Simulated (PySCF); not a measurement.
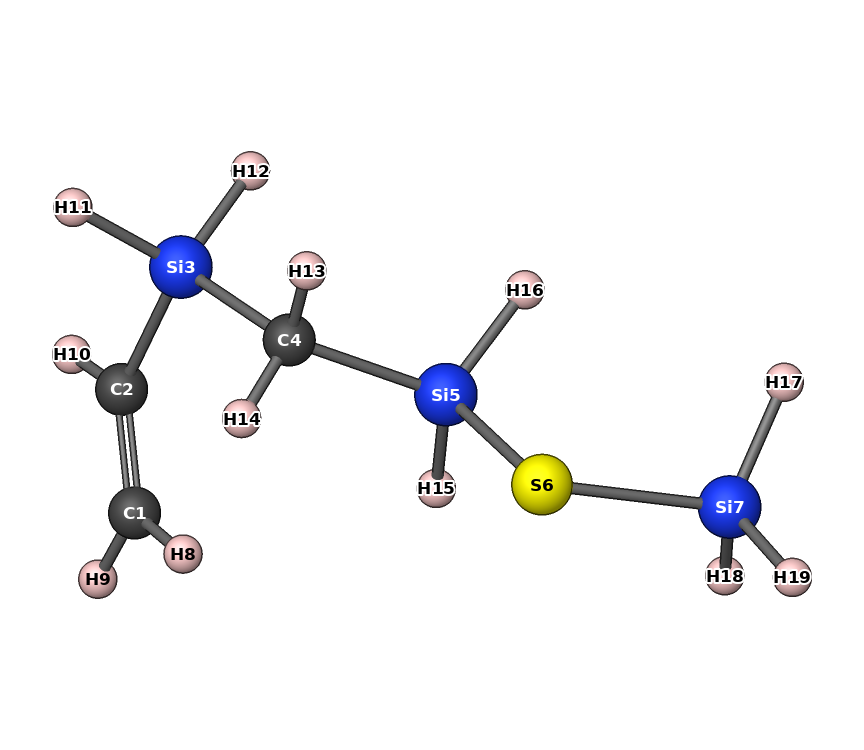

The questions are on isotropic NMR shieldings of the C atoms. Computed geometry: GFN2-xTB optimisation. No frequency run is at hand to confirm it as a minimum. Level of theory: GIAO PBE0/pcSseg-1 NMR shielding, non-relativistic, gas phase (PySCF 2.14.0).

List the isotropic NMR shieldings of the C atoms.

```json
{"atom": "C1", "σ (ppm)": "43.2"}
{"atom": "C2", "σ (ppm)": "47.9"}
{"atom": "C4", "σ (ppm)": "195.4"}
```

The geometry is semi-empirical. Around Si such bond lengths and angles can be off by a tenth of an ångström or more and by several degrees, and values that hang on the shape move with them.
